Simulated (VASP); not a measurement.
# How PAW data sets and SCF solver change a VASP run on VClO, part 2 of 3

A convergence test on VClO: the PAW data sets and SCF solver. The series runs use r2SCAN. The start is a cell from a database of measured crystal structures.

VASP 6.6.1, plane waves and PAW; the level of theory is named at each step.

Still holding for the runs below: The magnetic state follows from one typed start and may not be the lowest. Experiment finds antiferromagnetic order in this phase (below 79 K, arxiv:0909.2029), so this ferromagnetic run describes another state.

So far. Step 4 (PAW data sets: recommended 54: V sv Cl O): With 52 valence electrons the pressure is 1.38 GPa, +0.15 GPa from the first of the series, after 17 cycles in 95 s.

## Step 5: PAW data sets: GW 64: V sv GW Cl GW O GW

This step: r2SCAN, spin-polarised from a ferromagnetic start; plane waves and PAW (V_sv_GW, Cl_GW, O_GW) (VASP 6.6.1).

The input, INCAR:

```
SYSTEM = VClO
PREC = Accurate
ENCUT = 540
EDIFF = 1E-06
NELM = 100
ISMEAR = -1
SIGMA = 0.05
LREAL = .FALSE.
ALGO = Normal
METAGGA = R2SCAN
LASPH = .TRUE.
NBANDS = 38
ISPIN = 2
MAGMOM = 2 2 0 0 0 0
LMAXMIX = 4
LORBIT = 11
LWAVE = .FALSE.
LCHARG = .FALSE.
KPAR = 4
ISIF = 2
```

The input, POSCAR:

```
VClO
1.0
    3.3000000000      0.0000000000      0.0000000000
    0.0000000000      3.7800000000      0.0000000000
    0.0000000000      0.0000000000      7.9100000000
V Cl O
2 2 2
Direct
    0.0000000000      0.5000000000      0.1148000000
    0.5000000000      0.0000000000      0.8852000000
    0.5000000000      0.5000000000      0.3279000000
    0.0000000000      0.0000000000      0.6721000000
    0.5000000000      0.5000000000      0.9542000000
    0.0000000000      0.0000000000      0.0458000000
```

The input, KPOINTS:

```
Automatic mesh
0
Gamma
7 6 3
0 0 0
```

PAW data sets: V_sv_GW, Cl_GW and O_GW (PBE family, release 64).

Run with:

```console
$ mpirun -np 4 vasp_std
```

Output:

```text
[... set-up lines as in an earlier step ...]
 entering main loop
       N       E                     dE             d eps       ncg     rms          rms(c)
DAV:   1     0.824668666744E+03    0.82467E+03   -0.26310E+04  6204   0.158E+03
DAV:   2     0.114011805617E+02   -0.81327E+03   -0.76474E+03  8098   0.844E+02
DAV:   3    -0.954977322050E+02   -0.10690E+03   -0.10350E+03  8968   0.334E+02
DAV:   4    -0.101130752487E+03   -0.56330E+01   -0.54808E+01  9000   0.730E+01
[...]
DAV:  14    -0.696266101066E+02   -0.46473E-04   -0.79498E-05  8548   0.116E-01    0.218E-02
DAV:  15    -0.696266131875E+02   -0.30810E-05   -0.26189E-05  8764   0.608E-02    0.733E-03
DAV:  16    -0.696266139169E+02   -0.72934E-06   -0.11110E-06  3660   0.190E-02
   1 F= -.69626614E+02 E0= -.69625029E+02  d E =-.316886E-02  mag=     4.0000
```

Elapsed: 2.1 min, on 4 MPI ranks of Intel Xeon 6975P-C (Granite Rapids), shared host; peak memory 1.6 GiB; 8.5 min of CPU time.

Parts of OUTCAR (step 5):

```text
  Total        0.6853872     -0.7400893      0.3999320      0.0000000      0.0000000      0.0000000
  in kB       11.1292109    -12.0174539      6.4940337      0.0000000      0.0000000      0.0000000
  external PRESSURE =       1.8685969 kB  Pullay stress =       0.0000000 kB

 POSITION                                       TOTAL-FORCE (eV/Angst)
 -----------------------------------------------------------------------------------
      0.00000      1.89000      0.90807         0.000000      0.000000     -0.088549
      1.65000      0.00000      7.00193         0.000000      0.000000      0.088549
      1.65000      1.89000      2.59369         0.000000      0.000000      0.115540
      0.00000      0.00000      5.31631         0.000000      0.000000     -0.115540
      1.65000      1.89000      7.54772         0.000000      0.000000      0.017539
      0.00000      0.00000      0.36228         0.000000      0.000000     -0.017539
 -----------------------------------------------------------------------------------
    total drift:                                0.000000      0.000000      0.000000

  FREE ENERGIE OF THE ION-ELECTRON SYSTEM (eV)
  ---------------------------------------------------
  free  energy   TOTEN  =       -69.6266139169 eV

  energy  without entropy=      -69.6234450541  energy(sigma->0) =      -69.62502949

 magnetization (x)
# of ion       s       p       d       f       tot
--------------------------------------------------
    1        0.009   0.009   1.708   0.001   1.727
    2        0.009   0.009   1.708   0.001   1.727
    3        0.001  -0.003   0.007   0.000   0.005
    4        0.001  -0.003   0.007   0.000   0.005
    5       -0.000   0.005   0.000   0.000   0.005
    6       -0.000   0.005   0.000   0.000   0.005
--------------------------------------------------
tot          0.019   0.023   3.430   0.001   3.473

[... 1 part as in an earlier step ...]

[... 2 further parts left out ...]
[key lines of the parts left out:]
E-fermi :   4.1231
```

With 52 valence electrons the pressure is 0.19 GPa, -1.04 GPa from the first of the series, after 16 cycles in 2.1 min.

## Step 6: PAW data sets: hard 64: V sv Cl h O h

This step: r2SCAN, spin-polarised from a ferromagnetic start; plane waves and PAW (V_sv, Cl_h, O_h) (VASP 6.6.1).

Edit INCAR of step 5 so:

```diff
@@ -2,3 +2,3 @@
 PREC = Accurate
-ENCUT = 540
+ENCUT = 1000
 EDIFF = 1E-06
```

POSCAR is that of step 5.

KPOINTS is that of step 5.

PAW data sets: V_sv, Cl_h and O_h (PBE family, release 64).

Run with:

```console
$ mpirun -np 4 vasp_std
```

Output:

```text
[... set-up lines as in an earlier step ...]
 entering main loop
       N       E                     dE             d eps       ncg     rms          rms(c)
DAV:   1     0.812430780860E+03    0.81243E+03   -0.40041E+04  4864   0.228E+03
DAV:   2     0.169993856044E+02   -0.79543E+03   -0.75932E+03  5086   0.550E+02
DAV:   3    -0.840305549215E+02   -0.10103E+03   -0.97261E+02  6948   0.174E+02
DAV:   4    -0.876084301783E+02   -0.35779E+01   -0.35597E+01  5664   0.293E+01
[...]
DAV:  17    -0.655564510918E+02   -0.13877E-05   -0.46868E-07  2792   0.558E-03    0.285E-03
DAV:  18    -0.655564491189E+02    0.19729E-05   -0.13180E-07  2636   0.303E-03    0.105E-03
DAV:  19    -0.655564493242E+02   -0.20532E-06   -0.56151E-08  2612   0.188E-03
   1 F= -.65556449E+02 E0= -.65554109E+02  d E =-.468017E-02  mag=     4.0000
```

Wall time 4.4 min (4 MPI ranks); peak memory 3.1 GiB; 18 min of CPU time.

Parts of OUTCAR (step 6):

```text
  Total        1.4077865      0.2431062      1.1073033      0.0000000      0.0000000      0.0000000
  in kB       22.8594169      3.9475202     17.9802179      0.0000000      0.0000000      0.0000000
  external PRESSURE =      14.9290517 kB  Pullay stress =       0.0000000 kB

 POSITION                                       TOTAL-FORCE (eV/Angst)
 -----------------------------------------------------------------------------------
      0.00000      1.89000      0.90807         0.000000      0.000000     -0.033666
      1.65000      0.00000      7.00193         0.000000      0.000000      0.033666
      1.65000      1.89000      2.59369         0.000000      0.000000      0.135080
      0.00000      0.00000      5.31631         0.000000      0.000000     -0.135080
      1.65000      1.89000      7.54772         0.000000      0.000000     -0.004620
      0.00000      0.00000      0.36228         0.000000      0.000000      0.004620
 -----------------------------------------------------------------------------------
    total drift:                                0.000000      0.000000      0.000000

  FREE ENERGIE OF THE ION-ELECTRON SYSTEM (eV)
  ---------------------------------------------------
  free  energy   TOTEN  =       -65.5564493242 eV

  energy  without entropy=      -65.5517691573  energy(sigma->0) =      -65.55410924

 magnetization (x)
# of ion       s       p       d       tot
------------------------------------------
    1        0.021   0.014   1.838   1.873
    2        0.021   0.014   1.838   1.873
    3        0.001  -0.003   0.000  -0.002
    4        0.001  -0.003   0.000  -0.002
    5       -0.000   0.002   0.000   0.002
    6       -0.000   0.002   0.000   0.002
--------------------------------------------------
tot          0.043   0.027   3.676   3.747

[... 1 part as in an earlier step ...]

[... 2 further parts left out ...]
[key lines of the parts left out:]
E-fermi :   4.7120
```

With 52 valence electrons the pressure is 1.49 GPa, +0.26 GPa from the first of the series, after 19 cycles in 4.4 min.

## Step 7: PAW data sets: soft 64: V sv Cl O s

This step: r2SCAN, spin-polarised from a ferromagnetic start; plane waves and PAW (V_sv, Cl, O_s) (VASP 6.6.1).

Edit INCAR of step 6 so:

```diff
@@ -2,3 +2,3 @@
 PREC = Accurate
-ENCUT = 1000
+ENCUT = 400
 EDIFF = 1E-06
```

POSCAR is that of step 6.

KPOINTS is that of step 6.

PAW data sets: V_sv, Cl and O_s (PBE family, release 64).

Run with:

```console
$ mpirun -np 4 vasp_std
```

Output:

```text
[... set-up lines as in an earlier step ...]
 entering main loop
       N       E                     dE             d eps       ncg     rms          rms(c)
DAV:   1     0.512418531207E+03    0.51242E+03   -0.25513E+04  5288   0.114E+03
DAV:   2    -0.494796880116E+02   -0.56190E+03   -0.53828E+03  5242   0.410E+02
DAV:   3    -0.845977582366E+02   -0.35118E+02   -0.34676E+02  5638   0.107E+02
DAV:   4    -0.851625250496E+02   -0.56477E+00   -0.56397E+00  5618   0.135E+01
[...]
DAV:  15    -0.655320838962E+02   -0.12824E-04   -0.23174E-05  5336   0.306E-02    0.205E-02
DAV:  16    -0.655320985233E+02   -0.14627E-04   -0.46763E-06  4876   0.143E-02    0.609E-03
DAV:  17    -0.655320977092E+02    0.81407E-06   -0.51901E-07  3104   0.501E-03
   1 F= -.65532098E+02 E0= -.65529691E+02  d E =-.481376E-02  mag=     4.0000
```

The job ended after 63 s (4 MPI ranks; peak memory 1.1 GiB).

Parts of OUTCAR (step 7):

```text
  Total        1.0810410     -0.1125251      0.7341736      0.0000000      0.0000000      0.0000000
  in kB       17.5537755     -1.8271644     11.9213954      0.0000000      0.0000000      0.0000000
  external PRESSURE =       9.2160022 kB  Pullay stress =       0.0000000 kB

 POSITION                                       TOTAL-FORCE (eV/Angst)
 -----------------------------------------------------------------------------------
      0.00000      1.89000      0.90807         0.000000      0.000000     -0.013421
      1.65000      0.00000      7.00193         0.000000      0.000000      0.013421
      1.65000      1.89000      2.59369         0.000000      0.000000      0.128793
      0.00000      0.00000      5.31631         0.000000      0.000000     -0.128793
      1.65000      1.89000      7.54772         0.000000      0.000000      0.009717
      0.00000      0.00000      0.36228         0.000000      0.000000     -0.009717
 -----------------------------------------------------------------------------------
    total drift:                                0.000000      0.000000      0.000000

  FREE ENERGIE OF THE ION-ELECTRON SYSTEM (eV)
  ---------------------------------------------------
  free  energy   TOTEN  =       -65.5320977092 eV

  energy  without entropy=      -65.5272839534  energy(sigma->0) =      -65.52969083

 magnetization (x)
# of ion       s       p       d       tot
------------------------------------------
    1        0.021   0.014   1.837   1.872
    2        0.021   0.014   1.837   1.872
    3        0.001  -0.006   0.000  -0.005
    4        0.001  -0.006   0.000  -0.005
    5       -0.000  -0.003   0.000  -0.003
    6       -0.000  -0.003   0.000  -0.003
--------------------------------------------------
tot          0.043   0.011   3.675   3.729

[... 1 part as in an earlier step ...]

[... 2 further parts left out ...]
[key lines of the parts left out:]
E-fermi :   4.4003
```

With 52 valence electrons the pressure is 0.92 GPa, -0.31 GPa from the first of the series, after 17 cycles in 63 s.

## Step 8: The PAW data sets series as a table

This step: convergence of r2SCAN results with the datasets; plane waves and PAW (VASP 6.6.1).

Derived from the runs above.

Differences are taken from the run with recommended 64: V_sv Cl O. Results of the series, by row:

| setting | status | pressure (GPa) | largest force difference (meV/Å) | gap (eV) | moment (μB) | SCF cycles | wall time (s) |
| --- | --- | --- | --- | --- | --- | --- | --- |
| minimal 64: V Cl O, 520 eV | converged | 1.228 | 29.77 | 0.1515 | 4 | 17 | 86 |
| recommended 64: V_sv Cl O, 520 eV | converged | 1.38 | 0 | 0.2077 | 4 | 17 | 95 |
| recommended 54: V_sv Cl O, 520 eV | converged | 1.38 | 0 | 0.2077 | 4 | 17 | 95 |
| gw 64: V_sv_GW Cl_GW O_GW, 540 eV | converged | 0.1869 | 82.87 | 0.2665 | 4 | 16 | 128 |
| hard 64: V_sv Cl_h O_h, 1000 eV | converged | 1.493 | 27.99 | 0.2101 | 4 | 19 | 266 |
| soft 64: V_sv Cl O_s, 400 eV | converged | 0.9216 | 14.36 | 0.2057 | 4 | 17 | 63 |

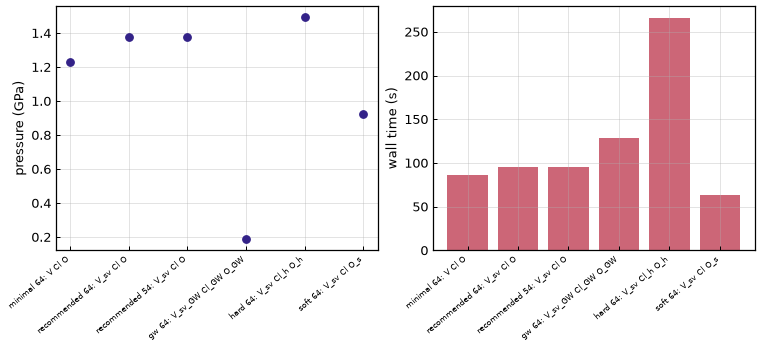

The pressure and the wall time by setting.

## Step 9: SCF solver: ALGO = Normal

This step: r2SCAN, spin-polarised from a ferromagnetic start; plane waves and PAW (V_sv, Cl, O) (VASP 6.6.1).

All solvers should reach one answer; they differ in cycles and robustness.

Edit INCAR of step 7 so:

```diff
@@ -2,3 +2,3 @@
 PREC = Accurate
-ENCUT = 400
+ENCUT = 520
 EDIFF = 1E-06
```

POSCAR is that of step 7.

KPOINTS is that of step 7.

PAW data sets: V_sv, Cl and O (PBE family, release 64).

Run with:

```console
$ mpirun -np 4 vasp_std
```

Output:

```text
[... set-up lines as in an earlier step ...]
 entering main loop
       N       E                     dE             d eps       ncg     rms          rms(c)
[... 17 cycles as in an earlier step ...]
   1 F= -.65531113E+02 E0= -.65528737E+02  d E =-.475123E-02  mag=     4.0000
```

Run time: 98 s. Hardware: 4 MPI ranks; peak memory 1.5 GiB.

OUTCAR, selected parts (step 9):

```text
   NELECT =      52.0000    total number of electrons

 E-fermi :   4.2864

 spin component 1
 k-point     1 :       0.0000    0.0000    0.0000
  band No.  band energies     occupation
    ...
     24       1.4118      1.00000
     25       2.6590      1.00000
     26       2.8881      1.00000
     27       3.4566      1.00000
     28       3.4594      1.00000
     29       5.4830      0.00000
     30       5.8498      0.00000
     31       6.4015      0.00000
     32       7.0005      0.00000
     33       7.0268      0.00000
    ...

 k-point     2 :       0.1429    0.0000    0.0000
  band No.  band energies     occupation
    ...
     24       1.0146      1.00000
     25       2.8678      1.00000
     26       3.2130      1.00000
     27       3.4872      1.00000
     28       3.7260      0.99999
     29       5.4238      0.00000
     30       5.7702      0.00000
     31       6.2931      0.00000
     32       6.7212      0.00000
     33       7.0132      0.00000
    ...

[... 13 parts as in an earlier step ...]

[... 14 further parts left out ...]
```

Numbers from this step:

| Item | Value |
| --- | --- |
| free energy (TOTEN) | -65.5311 eV |
| energy at zero smearing | -65.5287 eV |
| Fermi energy | 4.286 eV |
| pressure | 1.380 GPa |
| gap on the k-mesh | 0.2077 eV |
| least direct gap on the k-mesh | 0.2786 eV |

The series starts at -10.9215 eV an atom and 1.38 GPa, after 17 cycles in 98 s.

## Step 10: SCF solver: ALGO = Fast

Edit INCAR of step 9 so:

```diff
@@ -8,3 +8,3 @@
 LREAL = .FALSE.
-ALGO = Normal
+ALGO = Fast
 METAGGA = R2SCAN
```

POSCAR is that of step 9.

KPOINTS is that of step 9.

Run with:

```console
$ mpirun -np 4 vasp_std
```

Output:

```text
[... set-up lines as in an earlier step ...]
 entering main loop
       N       E                     dE             d eps       ncg     rms          rms(c)
[... 5 cycles as in an earlier step ...]
RMM:   6    -0.649004877398E+02    0.22036E+02   -0.39298E+01  5130   0.391E+01    0.122E+01
RMM:   7    -0.652582981298E+02   -0.35781E+00   -0.32308E+00  5367   0.112E+01    0.971E+00
RMM:   8    -0.654116467246E+02   -0.15335E+00   -0.88677E-01  6077   0.454E+00    0.582E+00
RMM:   9    -0.654774435902E+02   -0.65797E-01   -0.21782E-01  6031   0.285E+00    0.220E+00
[...]
RMM:  17    -0.655311129783E+02    0.18216E-05   -0.36463E-06  4087   0.122E-02    0.340E-03
RMM:  18    -0.655311111308E+02    0.18475E-05   -0.12008E-06  3195   0.632E-03    0.153E-03
RMM:  19    -0.655311115213E+02   -0.39055E-06   -0.21093E-07  3116   0.311E-03
   1 F= -.65531112E+02 E0= -.65528739E+02  d E =-.474565E-02  mag=     4.0000
```

The job ended after 2.4 min (4 MPI ranks; peak memory 1.5 GiB).

From OUTCAR (step 10):

```text
  Total        1.3409740      0.2009064      1.0096955      0.0000000      0.0000000      0.0000000
  in kB       21.7745271      3.2622861     16.3952774      0.0000000      0.0000000      0.0000000
  external PRESSURE =      13.8106969 kB  Pullay stress =       0.0000000 kB

 POSITION                                       TOTAL-FORCE (eV/Angst)
 -----------------------------------------------------------------------------------
      0.00000      1.89000      0.90807         0.000000      0.000000     -0.005826
      1.65000      0.00000      7.00193         0.000000      0.000000      0.005826
      1.65000      1.89000      2.59369         0.000000      0.000000      0.128680
      0.00000      0.00000      5.31631         0.000000      0.000000     -0.128680
      1.65000      1.89000      7.54772         0.000000      0.000000     -0.004418
      0.00000      0.00000      0.36228         0.000000      0.000000      0.004418
 -----------------------------------------------------------------------------------
    total drift:                                0.000000      0.000000      0.000000

  FREE ENERGIE OF THE ION-ELECTRON SYSTEM (eV)
  ---------------------------------------------------
  free  energy   TOTEN  =       -65.5311115213 eV

  energy  without entropy=      -65.5263658687  energy(sigma->0) =      -65.52873870

[... 3 parts as in an earlier step ...]

[... 1 further part left out ...]
[key lines of the parts left out:]
E-fermi :   4.2864
```

Against the first of the series the energy stays within 0.01 meV an atom and the pressure within 0.01 GPa, after 19 cycles in 2.4 min.

## Step 11: SCF solver: ALGO = VeryFast

Edit INCAR of step 10 so:

```diff
@@ -8,3 +8,3 @@
 LREAL = .FALSE.
-ALGO = Fast
+ALGO = VeryFast
 METAGGA = R2SCAN
```

POSCAR is that of step 10.

KPOINTS is that of step 10.

Run with:

```console
$ mpirun -np 4 vasp_std
```

Output:

```text
[... set-up lines as in an earlier step ...]
 entering main loop
       N       E                     dE             d eps       ncg     rms          rms(c)
RMM:   1     0.600168239742E+03    0.60017E+03   -0.24377E+04  2432   0.120E+03
RMM:   2    -0.148948122477E+03   -0.74912E+03   -0.88367E+03  2432   0.384E+02
RMM:   3    -0.346034527591E+02    0.11434E+03   -0.12583E+03  2432   0.184E+02
RMM:   4    -0.739622660522E+02   -0.39359E+02   -0.30832E+02  2432   0.926E+01
[...]
RMM:  23    -0.655311126382E+02    0.43324E-05   -0.71470E-06  5274   0.155E-02    0.452E-03
RMM:  24    -0.655311114529E+02    0.11853E-05   -0.12959E-06  3406   0.697E-03    0.244E-03
RMM:  25    -0.655311124042E+02   -0.95123E-06   -0.31809E-07  3186   0.374E-03
   1 F= -.65531112E+02 E0= -.65528739E+02  d E =-.474684E-02  mag=     4.0000
```

Run time: 3.1 min. Hardware: 4 MPI ranks; peak memory 1.4 GiB; 12 min of CPU time.

OUTCAR, selected parts (step 11):

```text
  Total        1.3425826      0.2026039      1.0105228      0.0000000      0.0000000      0.0000000
  in kB       21.8006458      3.2898501     16.4087118      0.0000000      0.0000000      0.0000000
  external PRESSURE =      13.8330692 kB  Pullay stress =       0.0000000 kB

 POSITION                                       TOTAL-FORCE (eV/Angst)
 -----------------------------------------------------------------------------------
      0.00000      1.89000      0.90807         0.000000      0.000000     -0.005774
      1.65000      0.00000      7.00193         0.000000      0.000000      0.005774
      1.65000      1.89000      2.59369         0.000000      0.000000      0.128455
      0.00000      0.00000      5.31631         0.000000      0.000000     -0.128455
      1.65000      1.89000      7.54772         0.000000      0.000000     -0.004561
      0.00000      0.00000      0.36228         0.000000      0.000000      0.004561
 -----------------------------------------------------------------------------------
    total drift:                                0.000000      0.000000      0.000000

  FREE ENERGIE OF THE ION-ELECTRON SYSTEM (eV)
  ---------------------------------------------------
  free  energy   TOTEN  =       -65.5311124042 eV

  energy  without entropy=      -65.5263655600  energy(sigma->0) =      -65.52873898

[... 3 parts as in an earlier step ...]

[... 1 further part left out ...]
[key lines of the parts left out:]
E-fermi :   4.2864
```

Against the first of the series the energy stays within 0.01 meV an atom and the pressure within 0.01 GPa, after 25 cycles in 3.1 min.

(Part 2 of 3 ends here.)

[Lines on the potential files, build, host, timing and source positions are cut from VASP's logs without a mark.]

[Logs are printed without paths, hosts, clocks, repeated set-up lines and the standing remarks that a program may print on its own settings, such as how far it seeks lower states.]

[Hosts, paths, dates, database ids (printed as entryN), source tags and the programs' standing remarks are cut or masked in the printed files.]

[A measured line is paired with the nearest computed mode of its activity, which favours agreement.]
